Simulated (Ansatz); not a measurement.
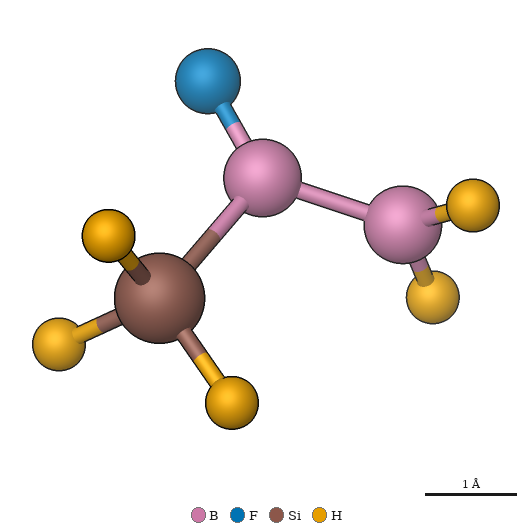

Ball-and-stick drawing of a structure. Every bond is drawn as one stick, whatever its order.

What is the molecular formula?

Answer. B₂FH₅Si, 9 atoms: 2 boron, 1 fluorine, 5 hydrogen and 1 silicon.

Name functional groups in it.

Answer. Among them: Si–H bond, B–H bond.

More results for the same structure follow; atom numbers are the same in all pictures, views and colours differ. Computed geometry: PBE0-D4/def2-TZVP optimisation. No frequency run is at hand to confirm it as a minimum.

Geometry

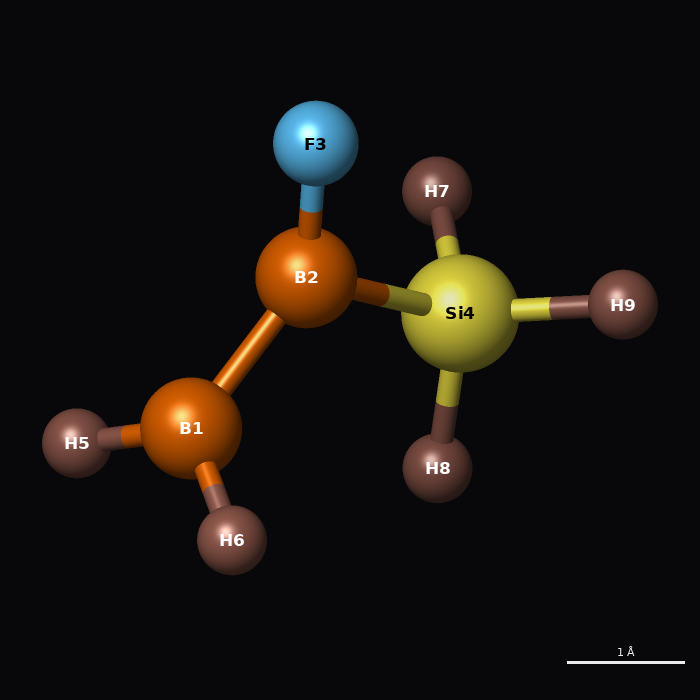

The atoms are numbered. No frequency run is at hand to confirm it as a minimum.

Estimate the angles B2–B1–H5, B1–B2–F3, B1–B2–Si4, F3–B2–Si4, B2–Si4–H8, B2–Si4–H7.

```
    angle  degrees
 B2–B1–H5    121.0
 B1–B2–F3    131.9
B1–B2–Si4    110.5
F3–B2–Si4    117.5
B2–Si4–H8    111.9
B2–Si4–H7    109.5
```

Electronic properties

No frequency run is at hand to confirm it as a minimum. Properties computed with RKS PBE0-D4/def2-TZVPP (Ansatz 0.2.0).

What is the HOMO–LUMO gap?

Answer. 5.28 eV.

Give the HOMO energy (Kohn–Sham orbital) at this level.

Answer. −7.44 eV.

Give the dispersion correction at this level.

Answer. −12.2 kJ/mol.

Charges

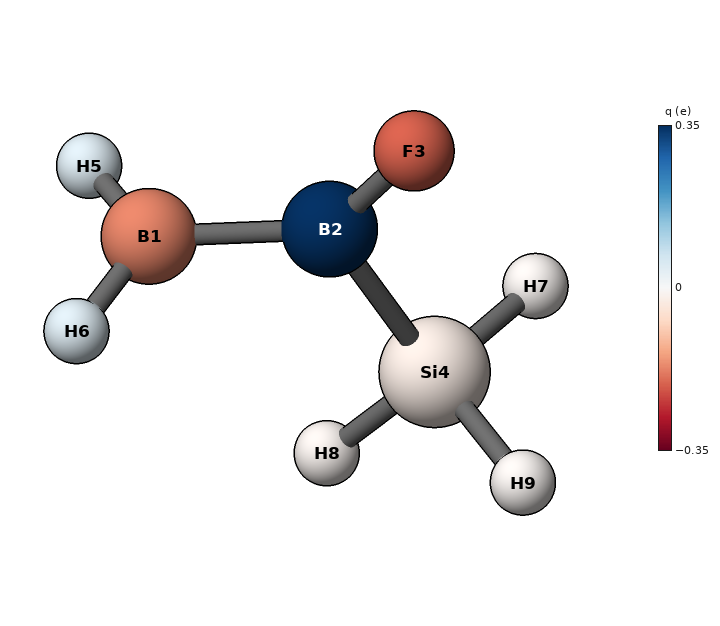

Atoms are coloured by their Mulliken charges. No frequency run is at hand to confirm it as a minimum. Method: RKS PBE0-D4/def2-TZVP (Ansatz 0.2.0).

List the Mulliken charges.

| atom | value (e) |
| --- | --- |
| B1 | −0.17 |
| B2 | 0.35 |
| F3 | −0.21 |
| Si4 | −0.03 |
| H5 | 0.04 |
| H6 | 0.04 |
| H7 | −0.01 |
| H8 | −0.01 |
| H9 | −0.01 |

Dipole moment

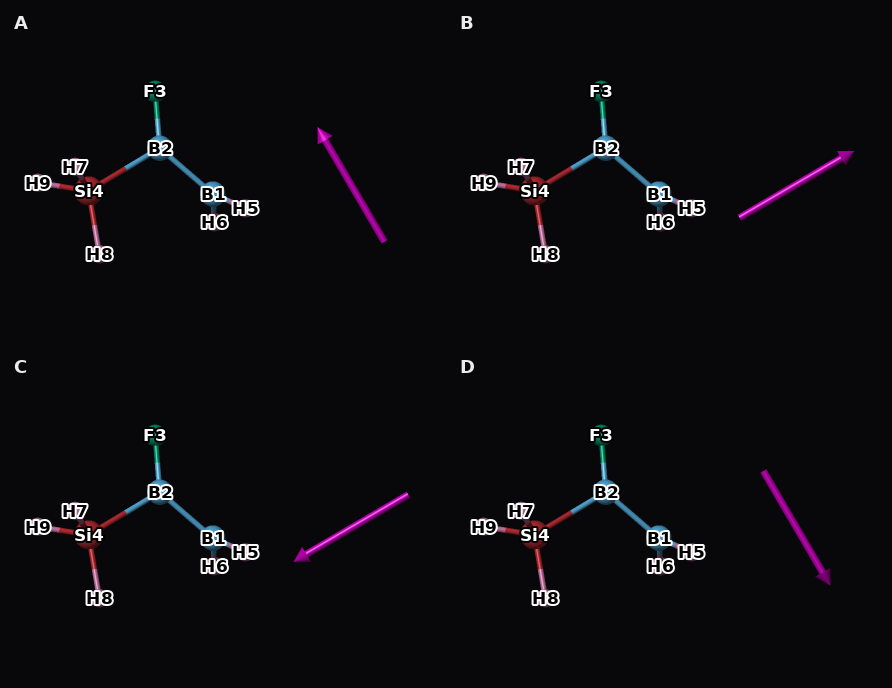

The same molecule four times, each with an arrow. No frequency run is at hand to confirm it as a minimum. Properties computed with RKS PBE0-D4/def2-TZVP (Ansatz 0.2.0).

Which arrow points along the dipole moment, from the negative to the positive end?

Answer. D. The dipole moment is 0.44 D; it points from the side of F3 to the side of H5, H6 (the outermost atoms at the two ends).

Mulliken values depend strongly on the basis set and can even reverse the polarity of a bond.
